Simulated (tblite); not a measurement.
**Calculation of the molecule and its ions of SiP₃H₆F**

- system: SiP₃H₆F
- method: GFN2-xTB, R-SCC, ddPCM solvent (tblite 0.8.0)

The geometry was optimised with GFN2-xTB.

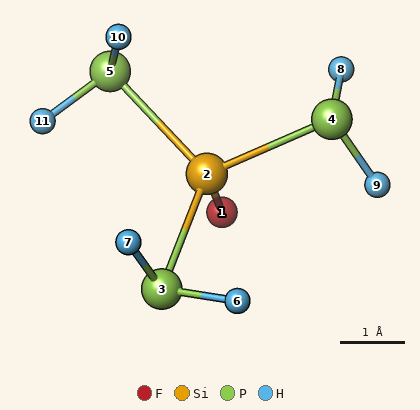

Fig. 1: The input geometry (ball-and-stick view, seen at a tilt; atoms are numbered from 1 in the order of the input). Bond lengths as drawn: F–Si 1.64 Å, H–P 1.38 to 1.39 Å and P–Si 2.26 to 2.28 Å.

## Input (xtb_job.py)
```python
import json
import numpy as np
from tblite.interface import Calculator
from tblite.interface import symbols_to_numbers

symbols = list(map(str, np.loadtxt("molecule.xyz", skiprows=2, usecols=0, dtype=str, ndmin=1)))
numbers = np.array(symbols_to_numbers(symbols))
positions = np.loadtxt("molecule.xyz", skiprows=2, usecols=(1, 2, 3), ndmin=2) / 0.5291772

def run(charge, uhf):
    tb = Calculator("GFN2-xTB", numbers, positions, charge=charge, uhf=uhf)
    tb.add("ddX-solvation", 2.0, "pcm")
    return tb.singlepoint()

states = [[0, 0], [1, 1], [-1, 1]]  # charge, unpaired electrons
runs = [run(q, n) for q, n in states]
e = np.array([x.get('energy') for x in runs])
for (q, n), x in zip(states, e):
    print(f"charge {q:+d}, {n} unpaired: E = {x:.8f} Eh, relative {(x - e[0]) * 627.5095:.4f} kcal/mol")
ip, ea = (e[1] - e[0]) * 27.211386, (e[0] - e[2]) * 27.211386
print(f"vertical IP {ip:.4f} eV, vertical EA {ea:.4f} eV (differences of total energies, no empirical shift)")
print(f"chemical potential {-(ip + ea) / 2:.4f} eV, hardness {ip - ea:.4f} eV")
q0, qp, qm = (x.get("charges") for x in runs)
print("condensed Fukui functions   f-      f+")
for i, s in enumerate(symbols):
    print(f"{s:<2}{i + 1:<3} {qp[i] - q0[i]:24.4f} {q0[i] - qm[i]:7.4f}")
out = {k: np.asarray(runs[0].get(k)).tolist() for k in ("energy", "gradient", "charges", "dipole", "orbital-energies", "orbital-occupations")}
out.update(symbols=symbols, positions=(positions * 0.529177210903).tolist(), state_energies=e.tolist(), state_charges=[x.get("charges").tolist() for x in runs])
json.dump(out, open("results.json", "w"))
```

## File molecule.xyz
```
11

F     -2.055796     0.195625    -0.154380
Si    -0.429037     0.037884    -0.094419
P      0.235779     2.176581     0.276965
P      0.065468    -1.423528     1.586339
P      0.048355    -0.834322    -2.128923
H      0.534782     1.969334     1.615250
H      1.544391     1.936504    -0.110257
H     -0.774456    -2.401475     1.079699
H     -0.928660    -0.907732     2.401243
H      1.357549    -1.136582    -1.795241
H      0.401627     0.387710    -2.676275
```

Run on 1 thread of Arm Neoverse V1, 24 GiB of memory available, shared host.

Command:
```bash
python xtb_job.py
```

## The program's output
```
------------------------------------------------------------
  cycle        total energy    energy error   density error
------------------------------------------------------------
      1     -16.83681366276  -1.6922535E+01   2.2487071E-01
      2     -17.02184185871  -1.8502820E-01   1.5934236E-01
      3     -17.10441884764  -8.2576989E-02   8.6278636E-02
      4     -17.11132945025  -6.9106026E-03   4.1176253E-02
      5     -17.11010639563   1.2230546E-03   2.8089225E-02
      6     -17.11363800074  -3.5316051E-03   9.6061709E-03
      7     -17.11380371508  -1.6571434E-04   3.3035982E-03
      8     -17.11380179398   1.9211042E-06   1.9284636E-03
      9     -17.11380640837  -4.6143977E-06   7.4650986E-04
     10     -17.11380620791   2.0046561E-07   4.1088758E-04
     11     -17.11380653887  -3.3095972E-07   1.2716913E-04
     12     -17.11380659680  -5.7926524E-08   3.1307894E-05
     13     -17.11380659469   2.1061375E-09   2.2322870E-05
     14     -17.11380659734  -2.6516354E-09   5.3883068E-06
------------------------------------------------------------

 total:                                   0.546 sec
------------------------------------------------------------
  cycle        total energy    energy error   density error
------------------------------------------------------------
      1     -16.48237173725  -1.6568093E+01   2.1710994E-01
      2     -16.60480019262  -1.2242846E-01   1.7451454E-01
      3     -16.66220883109  -5.7408638E-02   1.0202195E-01
      4     -16.67309989073  -1.0891060E-02   8.5181736E-02
      5     -16.67858917932  -5.4892886E-03   3.6131998E-02
      6     -16.67481496329   3.7742160E-03   4.5612535E-02
      7     -16.67740450841  -2.5895451E-03   2.0872138E-02
      8     -16.67907939763  -1.6748892E-03   1.0188697E-02
      9     -16.67912949271  -5.0095082E-05   5.2718722E-03
     10     -16.67914271434  -1.3221635E-05   2.8696277E-03
     11     -16.67913902158   3.6927651E-06   3.2046565E-03
     12     -16.67914805980  -9.0382257E-06   5.8472927E-04
     13     -16.67914820865  -1.4884858E-07   3.4219569E-04
     14     -16.67914827585  -6.7199672E-08   1.0188575E-04
     15     -16.67914829129  -1.5436612E-08   6.8678797E-05
     16     -16.67914829413  -2.8409524E-09   2.8819035E-05
     17     -16.67914829469  -5.5808869E-10   1.1307904E-05
------------------------------------------------------------

 total:                                   0.659 sec
------------------------------------------------------------
  cycle        total energy    energy error   density error
------------------------------------------------------------
      1     -16.94834459859  -1.7034066E+01   3.2182755E-01
      2     -17.20531691007  -2.5697231E-01   1.6761843E-01
      3     -17.28855309469  -8.3236185E-02   1.1678052E-01
      4     -17.31062437189  -2.2071277E-02   7.9941960E-02
      5     -17.32489170872  -1.4267337E-02   2.9780500E-02
      6     -17.32544160471  -5.4989598E-04   1.0857075E-02
      7     -17.32545008123  -8.4765294E-06   5.1575162E-03
      8     -17.32544970233   3.7890362E-07   2.7574919E-03
      9     -17.32545876879  -9.0664622E-06   1.3527186E-03
     10     -17.32545974691  -9.7811863E-07   7.6180323E-04
     11     -17.32546031549  -5.6857767E-07   4.4258563E-04
     12     -17.32546062550  -3.1000711E-07   1.6879617E-04
     13     -17.32546071752  -9.2028383E-08   5.3687740E-05
     14     -17.32546072029  -2.7685019E-09   2.1663145E-05
     15     -17.32546072078  -4.8469317E-10   9.1115211E-06
------------------------------------------------------------

 total:                                   0.575 sec
charge +0, 0 unpaired: E = -17.11380660 Eh, relative 0.0000 kcal/mol
charge +1, 1 unpaired: E = -16.67914829 Eh, relative 272.7522 kcal/mol
charge -1, 1 unpaired: E = -17.32546072 Eh, relative -132.8150 kcal/mol
vertical IP 11.8277 eV, vertical EA 5.7594 eV (differences of total energies, no empirical shift)
chemical potential -8.7935 eV, hardness 6.0683 eV
condensed Fukui functions   f-      f+
F 1                     0.0259 -0.0034
Si2                    -0.0151 -0.0297
P 3                     0.2798  0.3412
P 4                     0.2749  0.2863
P 5                     0.2753  0.3272
H 6                     0.0307  0.0221
H 7                     0.0219  0.0011
H 8                     0.0272  0.0140
H 9                     0.0283  0.0168
H 10                    0.0213  0.0020
H 11                    0.0298  0.0223
```

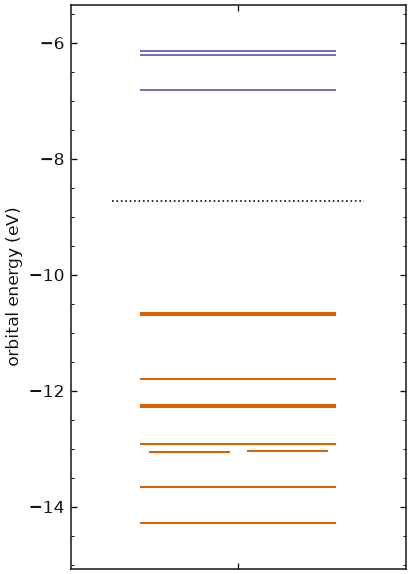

Fig. 2: Orbital energies near the frontier; the dotted line parts filled from empty levels, and levels within 0.02 eV of each other stand side by side. Highest filled −10.65 eV, lowest empty −6.81 eV, 3.84 eV apart.

## Results in brief

| quantity | value |
| --- | --- |
| outcome | converged |
| total energy | −17.113807 hartree |
| basis functions | 46 |
| largest force | 0.004 eV/Å |
| HOMO | −10.65 eV |
| LUMO | −6.81 eV |
| dipole moment | 2.09 D |
| wall time | 1.9 s |
| peak memory | 0.11 GiB |
